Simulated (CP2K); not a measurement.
**C2H8B2S (SMILES BSB(C)C) at PM3**

What is the energy difference between two shapes of C2H8B2S at PM3? 

The calculation is run with CP2K 2026.2.

2 further runs of the same task are left out: 1 that didn't finish, 1 set aside as unsound or not needed.

### 1 The system as given

The species is C2H8B2S (13 atoms), meant as a singlet with charge 0. SMILES: `BSB(C)C`. The shape is that of a GFN2-xTB optimisation.

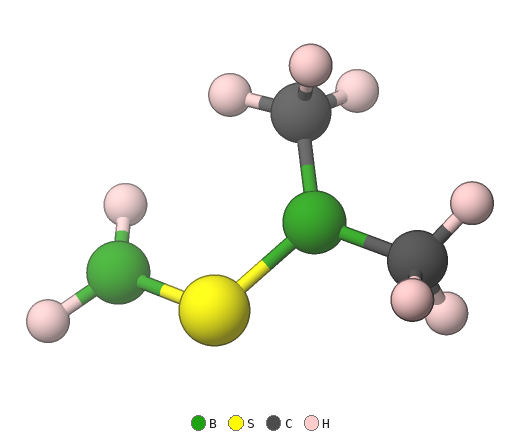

Viewed from a chosen angle; boron green, sulfur yellow, carbon dark grey, hydrogen pink.

### 2 Energy and forces at PM3

molecule.xyz

```xyz
13

B      0.781400     2.231770    -1.022100
S      0.517230     1.535210     0.572530
B     -0.078480    -0.180350     0.390600
C     -0.811760    -0.785890     1.647290
C      0.177120    -1.064330    -0.885300
H      1.205430     3.319490    -1.051090
H      0.500780     1.662720    -2.002400
H     -0.979800    -1.857830     1.583290
H     -0.264600    -0.580640     2.565650
H     -1.785010    -0.312900     1.778620
H      0.894460    -1.847280    -0.633500
H     -0.729620    -1.583470    -1.194850
H      0.572850    -0.536510    -1.748740
```

gas.inp

```
&GLOBAL
 PROJECT gas
 RUN_TYPE ENERGY_FORCE
 PRINT_LEVEL MEDIUM
&END GLOBAL

&FORCE_EVAL
 METHOD QUICKSTEP
 &DFT
  CHARGE 0
  MULTIPLICITY 1
  &QS
   METHOD PM3
   EPS_DEFAULT 1.0E-10
   &SE
    &COULOMB
     CUTOFF [angstrom] 50
     RC_RANGE [angstrom] 0
    &END COULOMB
    &EXCHANGE
     CUTOFF [angstrom] 50
     RC_RANGE [angstrom] 0
    &END EXCHANGE
   &END SE
  &END QS
  ! no periodic images
  &POISSON
   PERIODIC NONE
   POISSON_SOLVER ANALYTIC
  &END POISSON
  ! self-consistent field
  &SCF
   SCF_GUESS ATOMIC
   EPS_SCF 1.0E-07
   MAX_SCF 150
   ADDED_MOS 8
   &DIAGONALIZATION
    ALGORITHM STANDARD
   &END DIAGONALIZATION
   &MIXING
    METHOD DIRECT_P_MIXING
    ALPHA 0.4
   &END MIXING
  &END SCF
  &PRINT
   &MOMENTS
    PERIODIC F
    REFERENCE COM
    MAX_MOMENT 1
   &END MOMENTS
   &MO ON
    ENERGIES T
    OCCUPATION_NUMBERS T
    NDIGITS 6
    &EACH
     QS_SCF 0
    &END EACH
    ADD_LAST NUMERIC
   &END MO
   &HIRSHFELD OFF
   &END HIRSHFELD
  &END PRINT
 &END DFT
 &SUBSYS
  ! box in angstrom
  &CELL
   ABC [angstrom] 15 17.2 16.6
   PERIODIC NONE
  &END CELL
  &TOPOLOGY
   COORD_FILE_NAME molecule.xyz
   COORD_FILE_FORMAT XYZ
   &CENTER_COORDINATES
   &END CENTER_COORDINATES
  &END TOPOLOGY
 &END SUBSYS
 &PRINT
  &FORCES ON
  &END FORCES
 &END PRINT
&END FORCE_EVAL
```

Run with:

```console
OMP_NUM_THREADS=1 cp2k.psmp -i gas.inp > gas.out 2>&1
```

The program printed, cut to the lines that bear on the results:

```text
CP2K| version string:                                       CP2K version 2026.2
[...]
 GLOBAL| Method name                                                        CP2K
[...]
 GLOBAL| Run type                                                   ENERGY_FORCE
[...]
                             - Atoms:                                         13
[...]
                             - Spherical basis functions:                     28
[...]
 Number of electrons:                                                         28
[...]
     1 P_Mix/Diag. 0.40E+00    0.0     0.85607103       -17.4251920618 -1.74E+01
[...]
    25 DIIS/Diag.  0.96E-07    0.0     0.00000010       -24.3816633249 -2.84E-14
  *** SCF run converged in    25 steps ***
  Core-core repulsion energy [eV]:                           1760.03557332193623
  Core Hamiltonian energy [eV]:                              -976.61747584814941
  Two-electron integral energy [eV]:                        -2893.75379453715186
  Electronic energy [eV]:                                   -2423.49437311672546
  Total energy [eV]:                                         -663.45879979478912
  Atomic reference energy [eV]:                               662.26403416473420
  Heat of formation [kcal/mol]:                               -27.55195214272685
[...]
 SE_DIPOLE| Moment [Debye]          0.48296367       1.41555400       1.44152052
 SE_DIPOLE| Derivative [a.u.]       0.00000000       0.00000000       0.00000000
 ENERGY| Total FORCE_EVAL ( QS ) energy [hartree]            -24.381663324885828
 FORCES| Atomic forces [hartree/bohr]
 FORCES|   Atom     x               y               z               |f|
 FORCES|      1 -3.17810297E-03 -8.49373609E-03  7.45831183E-03   1.17418187E-02
 FORCES|      2 -3.87232566E-03 -7.05290566E-03  6.42212484E-03   1.02947594E-02
 FORCES|      3  2.61660838E-03  1.33582887E-03 -2.38816844E-03   3.78608329E-03
 FORCES|      4  1.54119749E-03  3.41783053E-03 -6.17993971E-03   7.22831308E-03
 FORCES|      5 -4.05611481E-03 -3.79674001E-03  1.12667544E-02   1.25621279E-02
 FORCES|      6  3.02840264E-03  7.10553024E-03 -3.47977900E-03   8.47163765E-03
 FORCES|      7  3.63556107E-04 -3.52835363E-04 -9.00574997E-03   9.01998882E-03
 FORCES|      8  2.04712474E-03 -3.93909449E-03 -3.70423433E-03   5.78174170E-03
 FORCES|      9  6.50289646E-03  6.56945368E-04  1.33723179E-03   6.67138880E-03
 FORCES|     10 -3.73170489E-03  2.92415414E-03 -4.27117448E-03   6.38116214E-03
 FORCES|     11  3.06817591E-03 -6.72652651E-04  3.80633456E-03   4.93501244E-03
 FORCES|     12 -5.03685579E-03  1.32470946E-03  6.35911156E-04   5.24682327E-03
 FORCES|     13  7.07142380E-04  7.54296566E-03 -1.89762265E-03   7.81008022E-03
[...]
```

Run time: 0.24 s. Hardware: 1 thread of Arm Neoverse V2, shared host.

### 3 The distorted shape at the same level

molecule.xyz

```xyz
13

B      0.905297     2.148263    -0.987745
S      0.553022     1.615947     0.598900
B     -0.138932    -0.311221     0.351727
C     -0.912310    -0.801506     1.697896
C      0.271570    -1.167331    -0.828865
H      1.207948     3.255302    -1.078274
H      0.464565     1.580671    -2.024525
H     -0.930873    -1.885311     1.587005
H     -0.188939    -0.514065     2.539874
H     -1.916545    -0.445766     1.783059
H      0.808760    -1.962714    -0.668711
H     -0.626530    -1.564718    -1.367358
H      0.472548    -0.440902    -1.732202
```

calc.inp

```
&GLOBAL
  PROJECT calc
  RUN_TYPE ENERGY_FORCE
  PRINT_LEVEL MEDIUM
&END

&FORCE_EVAL
  METHOD Quickstep
  &DFT
    &QS
      METHOD PM3
      EPS_DEFAULT 1.0E-10
      &SE
        &COULOMB
          CUTOFF [angstrom] 50
          RC_RANGE [angstrom] 0
        &END
        &EXCHANGE
          CUTOFF [angstrom] 50
          RC_RANGE [angstrom] 0
        &END
      &END
    &END
    &POISSON
      PERIODIC NONE
      POISSON_SOLVER ANALYTIC
    &END
    &SCF
      SCF_GUESS ATOMIC
      EPS_SCF 1.0E-07
      MAX_SCF 150
      ADDED_MOS 8
      &DIAGONALIZATION
        ALGORITHM STANDARD
      &END
      &MIXING
        METHOD DIRECT_P_MIXING
        ALPHA 0.4
      &END
    &END
    &PRINT
      &MOMENTS
        PERIODIC F
        REFERENCE COM
        MAX_MOMENT 1
      &END
      &MO ON
        ENERGIES T
        OCCUPATION_NUMBERS T
        NDIGITS 6
        &EACH
          QS_SCF 0
        &END
        ADD_LAST NUMERIC
      &END
      &HIRSHFELD OFF
      &END
    &END
  &END
  &SUBSYS
    &CELL
      ABC 15.1 17.2 16.6
      PERIODIC NONE
    &END
    &TOPOLOGY
      COORD_FILE_NAME molecule.xyz
      COORD_FILE_FORMAT XYZ
      &CENTER_COORDINATES
      &END
    &END
  &END
  &PRINT
    &FORCES ON
    &END
  &END
&END
```

Run with:

```console
OMP_NUM_THREADS=1 cp2k.psmp -i calc.inp -o calc.out
```

The program printed, cut to the lines that bear on the results:

```text
CP2K| version string:                                       CP2K version 2026.2
[...]
 GLOBAL| Method name                                                        CP2K
[...]
 GLOBAL| Run type                                                   ENERGY_FORCE
[...]
                             - Atoms:                                         13
[...]
                             - Spherical basis functions:                     28
[...]
 Number of electrons:                                                         28
[...]
     1 P_Mix/Diag. 0.40E+00    0.0     0.87806793       -17.4581643902 -1.75E+01
[...]
    26 DIIS/Diag.  0.11E-06    0.0     0.00000007       -24.3277927428 -7.11E-14
  *** SCF run converged in    26 steps ***
  Core-core repulsion energy [eV]:                           1737.10838173058414
  Core Hamiltonian energy [eV]:                              -977.33416915395640
  Two-electron integral energy [eV]:                        -2843.53423856765630
  Electronic energy [eV]:                                   -2399.10128843778466
  Total energy [eV]:                                         -661.99290670720040
  Atomic reference energy [eV]:                               662.26403416473420
  Heat of formation [kcal/mol]:                                 6.25234819837079
[...]
 SE_DIPOLE| Moment [Debye]          0.70307349       2.40484544       1.47464219
 SE_DIPOLE| Derivative [a.u.]       0.00000000       0.00000000       0.00000000
 ENERGY| Total FORCE_EVAL ( QS ) energy [hartree]            -24.327792742804597
[...]
```

Wall time 0.24 s (1 thread of Arm Neoverse V2, shared host).

### 4 Outcome

Level: PM3.

| quantity | value |
| --- | --- |
| first shape: total energy | -24.38166 Eh |
| first shape: dipole moment | 2.08 D |
| first shape: HOMO energy | -10.04 eV |
| first shape: LUMO energy | -0.48 eV |
| first shape: HOMO–LUMO gap | 9.56 eV |
| first shape: heat of formation at this unrelaxed shape | -27.6 kcal/mol |
| first shape: largest force on an atom | 0.646 eV/Å |
| distorted shape: total energy | -24.32779 Eh |
| distorted shape: dipole moment | 2.91 D |
| distorted shape: HOMO energy | -9.89 eV |
| distorted shape: LUMO energy | -0.42 eV |
| distorted shape: HOMO–LUMO gap | 9.47 eV |
| distorted shape: heat of formation at this unrelaxed shape | 6.3 kcal/mol |
| distorted shape: largest force on an atom | 7.455 eV/Å |
| energy change with the atoms displaced | 1.466 eV |

**Reading.** With the atoms displaced the energy rises by 1.47 eV (34 kcal/mol). The first shape isn't relaxed at this level, so the change isn't measured from a minimum. The largest force (first shape) is 0.65 eV/Å: the shape isn't a stationary point for this species at this level.
